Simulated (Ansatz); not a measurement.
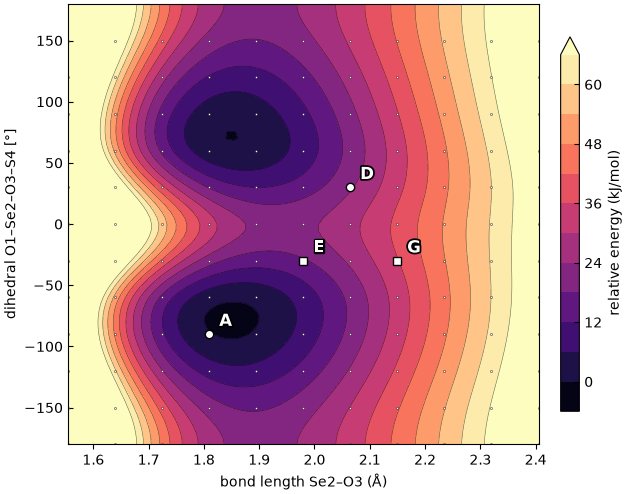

H₂O₂SSe, SMILES O[Se]OS. Coordinates scanned: (1) bond length Se2–O3; (2) dihedral O1–Se2–O3–S4. Nothing is relaxed (all other coordinates rigid). The scan uses an 11 × 12 grid. Energies: kJ/mol, counted from the relaxed molecule at the same level. These are results of Ansatz, RKS PBE-D4/def2-TZVP, not measurements.

The picture shows filled contours, dots at the grid points, one colour for all values above the top of the scale, lettered points. Between grid points the surface is interpolated.

Question: Is E the lowest point of the computed grid?

Answer: No. E lies 17 kJ/mol above the lowest grid point, which is at bond length Se2–O3 = 1.810 Å, dihedral O1–Se2–O3–S4 = −90°.

Question: Rank the lettered points by energy, lowest first.

Answer: A (0.36 kJ/mol), E (17 kJ/mol), D (23 kJ/mol), G (36 kJ/mol).
